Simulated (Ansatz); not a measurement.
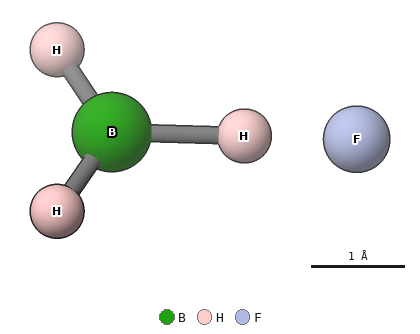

*The input geometry (ball-and-stick view, seen at a tilt).*

Bond lengths as drawn: B–H 1.19 to 1.44 Å.

Geometry relaxation, with input and output: BH3F

BH3F, multiplicity 2, computed with UKS CAM-B3LYP-D4/def2-SVP (Ansatz 0.2.0).

The input holds or restrains some coordinates. Forces given for the steps count only the free coordinates. It belongs to a series of runs on one base structure; here: pulled along the bonds that form and break, towards end A.

### Output
```
The last accepted step is kept in [file] (removed where the run ends without a failure and the disk answers)
Engine: ansatz 0.2.0, aarch64-unknown-linux-gnu
Functional definition: CAM-B3LYP
  parameter alpha = 0.19
  parameter beta = 0.46
  parameter omega = 0.33/bohr
  parameter ac = 0.81
  exchange = (1 - alpha - beta)*b88_x + beta*b88_x_sr(omega) + alpha*exact_x + beta*exact_x_lr(omega)
  correlation = (1 - ac)*vwn5_c + ac*lyp_c
470 factors; integrals over basis functions are off by at most 3.8e-4 eV
139 factors; integrals over basis functions are off by at most 5.0e-6 eV
mean field evaluation 1: about -3432.2042 eV, gradient 2.2e1 eV
mean field evaluation 2: about -3430.3616 eV, gradient 3.4e1 eV
mean field evaluation 4: about -3434.0426 eV, gradient 7.2e-1 eV
mean field evaluation 8: about -3434.0575 eV, gradient 2.0e-2 eV
mean field evaluation 16: about -3434.0576 eV, gradient 5.2e-5 eV
mean field -3434.05755195 eV, -126.1992873464 hartree, gradient 5.2e-5 eV, S^2 0.757771; 0 other end points of the search recorded, 0 dependent functions left out
the calculation of the forces begins
reference -3434.05763274 eV, -126.1992903155 hartree; 9, 8 occupied and 34, 35 virtual orbitals, 470 factors
relax step   1: F+E_penalty+E_count = -3434.07995284 eV  Δ(F+E_penalty+E_count) = +0.000e0 eV  max|allowed force component| = 2.095e0 eV/Å  E_restraint = 13.08750000 eV  max|allowed force component, restraints' pulls added| = 3.288e1 eV/Å  Δτ_max = 0.0000 Å  (30 SCF iters, accepted)
  distance H 1 - F 4 = 1.2200 Å
  distance B 0 - H 1 = 1.4400 Å
these checks for a lower state are left out or cut short: starts, cluster_reference, orbital_swaps, neighbouring_geometries, increment
470 factors; integrals over basis functions are off by at most 3.9e-4 eV
139 factors; integrals over basis functions are off by at most 5.3e-6 eV
mean field -3433.71435642 eV, -126.1866751432 hartree, gradient 1.2e-5 eV, S^2 0.755527; 0 other end points of the search recorded, 0 dependent functions left out
the calculation of the forces begins
reference -3433.71444006 eV, -126.1866782169 hartree; 9, 8 occupied and 34, 35 virtual orbitals, 470 factors
relax step   2: F+E_penalty+E_count = -3433.73467337 eV  Δ(F+E_penalty+E_count) = +3.453e-1 eV  max|allowed force component| = 7.591e-1 eV/Å  E_restraint = 4.29405231 eV  max|allowed force component, restraints' pulls added| = 1.767e1 eV/Å  Δτ_max = 0.1932 Å  (50 SCF iters, accepted)
  distance H 1 - F 4 = 1.5896 Å
  distance B 0 - H 1 = 1.2600 Å
these checks for a lower state are left out or cut short: starts, cluster_reference, orbital_swaps, neighbouring_geometries, increment
470 factors; integrals over basis functions are off by at most 3.8e-4 eV
139 factors; integrals over basis functions are off by at most 5.5e-6 eV
mean field evaluation 32: about -3433.4516 eV, gradient 1.7e-5 eV
mean field -3433.45159436 eV, -126.1770188155 hartree, gradient 6.5e-6 eV, S^2 0.752163; 0 other end points of the search recorded, 0 dependent functions left out
the calculation of the forces begins
reference -3433.45168202 eV, -126.1770220369 hartree; 9, 8 occupied and 34, 35 virtual orbitals, 470 factors
relax step   3: F+E_penalty+E_count = -3433.47116678 eV  Δ(F+E_penalty+E_count) = +2.635e-1 eV  max|allowed force component| = 2.489e0 eV/Å  E_restraint = 0.55163352 eV  max|allowed force component, restraints' pulls added| = 5.187e0 eV/Å  Δτ_max = 0.1948 Å  (55 SCF iters, accepted)
  distance H 1 - F 4 = 1.9360 Å
  distance B 0 - H 1 = 1.1359 Å
these checks for a lower state are left out or cut short: starts, cluster_reference, orbital_swaps, neighbouring_geometries, increment
470 factors; integrals over basis functions are off by at most 4.1e-4 eV
139 factors; integrals over basis functions are off by at most 5.6e-6 eV
mean field -3433.48384004 eV, -126.1782038224 hartree, gradient 9.6e-6 eV, S^2 0.751670; 0 other end points of the search recorded, 0 dependent functions left out
the calculation of the forces begins
reference -3433.48392860 eV, -126.1782070770 hartree; 9, 8 occupied and 34, 35 virtual orbitals, 470 factors
relax step   4: F+E_penalty+E_count = -3433.50237273 eV  Δ(F+E_penalty+E_count) = -3.121e-2 eV  max|allowed force component| = 4.738e-1 eV/Å  E_restraint = 0.00310504 eV  max|allowed force component, restraints' pulls added| = 1.801e-1 eV/Å  Δτ_max = 0.2000 Å  (54 SCF iters, accepted)
  distance H 1 - F 4 = 2.1095 Å
  distance B 0 - H 1 = 1.1998 Å
these checks for a lower state are left out or cut short: starts, cluster_reference, orbital_swaps, neighbouring_geometries, increment
470 factors; integrals over basis functions are off by at most 4.0e-4 eV
139 factors; integrals over basis functions are off by at most 5.6e-6 eV
mean field -3433.48495303 eV, -126.1782447242 hartree, gradient 1.7e-6 eV, S^2 0.751676; 0 other end points of the search recorded, 0 dependent functions left out
the calculation of the forces begins
reference -3433.48504142 eV, -126.1782479723 hartree; 9, 8 occupied and 34, 35 virtual orbitals, 470 factors
relax step   5: F+E_penalty+E_count = -3433.50349944 eV  Δ(F+E_penalty+E_count) = -1.127e-3 eV  max|allowed force component| = 5.024e-1 eV/Å  E_restraint = 0.00207008 eV  max|allowed force component, restraints' pulls added| = 3.714e-2 eV/Å  Δτ_max = 0.0088 Å  (46 SCF iters, accepted)
  distance H 1 - F 4 = 2.1116 Å
  distance B 0 - H 1 = 1.1982 Å
470 factors; integrals over basis functions are off by at most 4.0e-4 eV
139 factors; integrals over basis functions are off by at most 5.6e-6 eV
mean field evaluation 64: about -3433.4769 eV, gradient 3.1e-1 eV
```

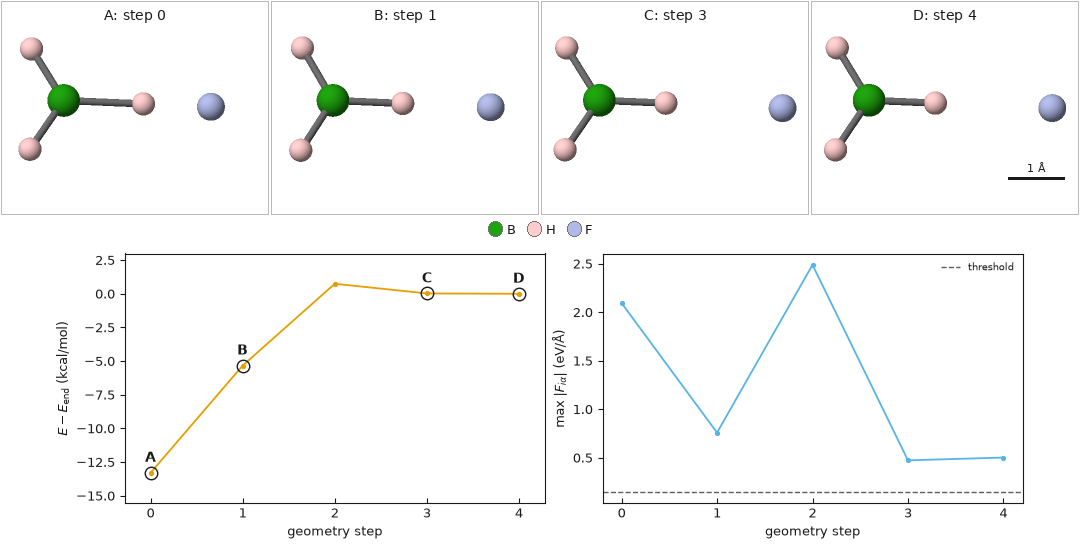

*Frames of the restrained relaxation (ball-and-stick view, seen at a tilt) above the curves, on which the letters mark them (the first geometry is step 0 here and step 1 in the log).*

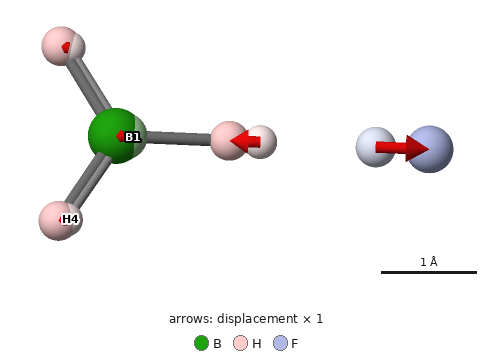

*Start (faint) and end (solid) with the displacements as red arrows, at true length (ball-and-stick view, seen at a tilt). The two geometries are laid on each other by the best rigid fit.*

After 4 geometry steps the energy has risen by 13.3 kcal/mol. The largest force component goes from 2.1 to 0.5 eV/Å. F5 moves most after the best rigid fit: 0.57 Å. Largest moves by element: F 0.57 Å, H 0.33 Å, B 0.08 Å. Among the contacts that change: B1–H2 1.440 → 1.198 Å, B1–H3 1.190 → 1.202 Å. (Atoms are counted from 1 in the order of the input.)

```
mean field -3433.48495303 eV, -126.1782447242 hartree, gradient 1.7e-6 eV, S^2 0.751676; 3 other end points of the search recorded, 0 dependent functions left out
the calculation of the forces begins
reference -3433.48504142 eV, -126.1782479723 hartree; 9, 8 occupied and 34, 35 virtual orbitals, 470 factors
Total energy: -3433.50358783 eV, -126.1789295404 hartree
Atom 0 at    -0.000000    -0.000000    -0.083544 Å, force    -0.000000    -0.000000    -0.283952 eV/Å
Atom 1 at    -0.000000    -0.000000     1.114683 Å, force    -0.000000     0.000000     0.502424 eV/Å
Atom 2 at     1.047370     0.000000    -0.673718 Å, force     0.007253     0.000000     0.012319 eV/Å
Atom 3 at    -1.047370     0.000000    -0.673718 Å, force    -0.007253     0.000000     0.012319 eV/Å
Atom 4 at     0.000000     0.000000     3.226297 Å, force    -0.000000    -0.000000    -0.243110 eV/Å
Dipole moment:     0.000000     0.000000    -0.116177 e Å
```

### Trajectory as extended XYZ (Å, eV, eV/Å), 5 frames, from step=1 to step=5
```
5
Properties=species:S:1:pos:R:3:forces:R:3 step=1 energy=-3434.07995
B     0.0000    0.0000    0.0000    0.0000   0.0000  -0.1187
H     0.0000    0.0000    1.4400    0.0000   0.0000   1.6216
H     1.0305    0.0000   -0.5950    0.4711   0.0000   0.2959
H    -1.0305    0.0000   -0.5950   -0.4711   0.0000   0.2959
F     0.0000    0.0000    2.6600    0.0000   0.0000  -2.0946
5
Properties=species:S:1:pos:R:3:forces:R:3 step=2 energy=-3433.73467
B     0.0000    0.0000   -0.0132    0.0000   0.0000   0.3452
H     0.0000    0.0000    1.2468    0.0000   0.0000   0.3486
H     1.0509    0.0000   -0.5800    0.1837   0.0000   0.0326
H    -1.0509    0.0000   -0.5800   -0.1837   0.0000   0.0326
F     0.0000    0.0000    2.8364    0.0000   0.0000  -0.7591
5
Properties=species:S:1:pos:R:3:forces:R:3 step=3 energy=-3433.47117
B     0.0000    0.0000   -0.0407    0.0000   0.0000  -1.5752
H     0.0000    0.0000    1.0952    0.0000   0.0000   2.4890
H     1.0550    0.0000   -0.5879    0.2084   0.0000  -0.2904
H    -1.0550    0.0000   -0.5879   -0.2084   0.0000  -0.2904
F     0.0000    0.0000    3.0312    0.0000   0.0000  -0.3329
5
Properties=species:S:1:pos:R:3:forces:R:3 step=4 energy=-3433.50237
B     0.0000    0.0000   -0.0780    0.0000   0.0000  -0.4738
H     0.0000    0.0000    1.1218    0.0000   0.0000   0.4466
H     1.0465    0.0000   -0.6825   -0.0910   0.0000   0.1333
H    -1.0465    0.0000   -0.6825    0.0910   0.0000   0.1333
F     0.0000    0.0000    3.2312    0.0000   0.0000  -0.2395
5
Properties=species:S:1:pos:R:3:forces:R:3 step=5 energy=-3433.50350
B     0.0000    0.0000   -0.0835    0.0000   0.0000  -0.2840
H     0.0000    0.0000    1.1147    0.0000   0.0000   0.5024
H     1.0474    0.0000   -0.6737    0.0073   0.0000   0.0123
H    -1.0474    0.0000   -0.6737   -0.0073   0.0000   0.0123
F     0.0000    0.0000    3.2263    0.0000   0.0000  -0.2431
```

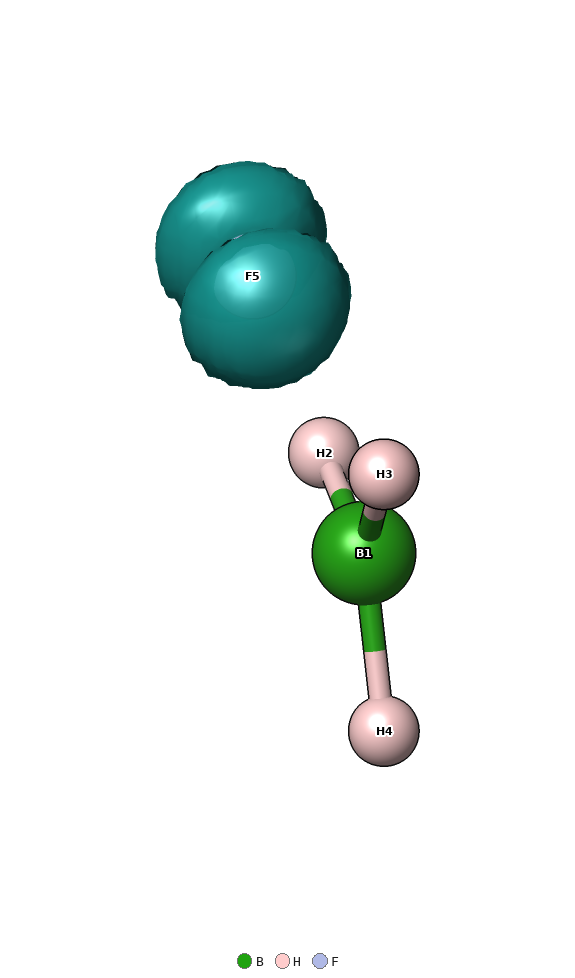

*Isosurface of the spin density at +0.15 e/Å³ (teal), seen at an oblique angle.*

The unpaired spin (1 electron) lies mostly on F5 (about 0.9), in electrons by Hirshfeld's partition.

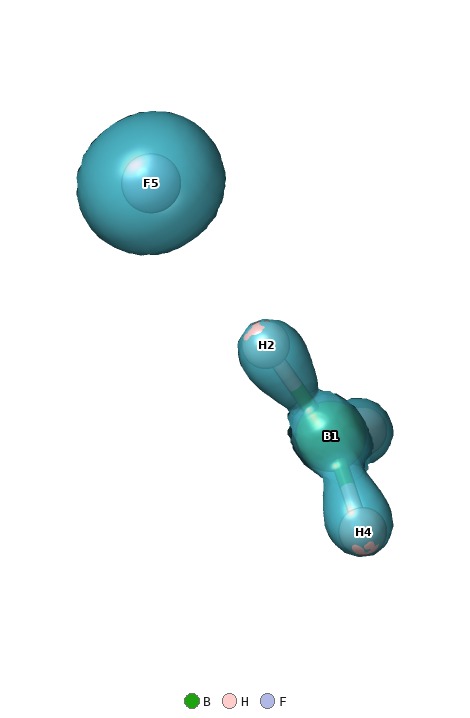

*Isosurface of the electron density at 1 e/Å³ (cyan), seen at an oblique angle.*

At this value the surface falls into two separate pieces. It is pinched off along the F···H (2.11 Å) and F–H (2.11 Å) contacts. On the grid the lowest density along these lines, outside the cores, is 0.11 e/Å³ (F···H, 2.11 Å), 1.2 e/Å³ (B–H, 1.20 Å) and 0.11 e/Å³ (F–H, 2.11 Å).

This output came from the following input.

### Input
```yaml
crystal:
  periodic: [false, false, false]
  atoms:
    - { symbol: B, position_ang: [0.0, 0.0, 0.0] }
    - { symbol: H, position_ang: [0.0, 0.0, 1.44] }
    - { symbol: H, position_ang: [1.0305, 0.0, -0.595] }
    - { symbol: H, position_ang: [-1.0305, 0.0, -0.595] }
    - { symbol: F, position_ang: [0.0, 0.0, 2.66] }
magnetization:
  spin_polarized: true
  initial_magnetization: 1
basis:
  gaussian: { orbitals: def2-SVP }
hamiltonian:
  xc: cam_b3lyp
  dispersion: d4
relax:
  f_tol: 0.15
  max_steps: 25
  restrain:
    - { distance: [1, 4], at: 2.12, k: 30.0 }
    - { distance: [0, 1], at: 1.19, k: 30.0 }
output:
  orbitals: {}
```

Command:
```bash
ansatz run input.yaml --threads 2 --pin off --max-ram 3072MiB --backend cpu --events-out ev --progress --plain --runs-dir out
```

### Summary

| quantity | value |
| --- | --- |
| outcome | converged under the restraints of the input |
| total energy | −3433.5036 eV |
| mean-field energy | −3433.4850 eV |
| ⟨S²⟩ | 0.752 |
| largest force (length of the vector) at the end, held atoms and coordinates included | 0.502 eV/Å |
| hardware | 2 threads of Arm Neoverse V1, 24 GiB of memory available, shared host |
| wall time | 6.3 s (CPU time 11 s) |
| peak memory | 0.11 GiB |
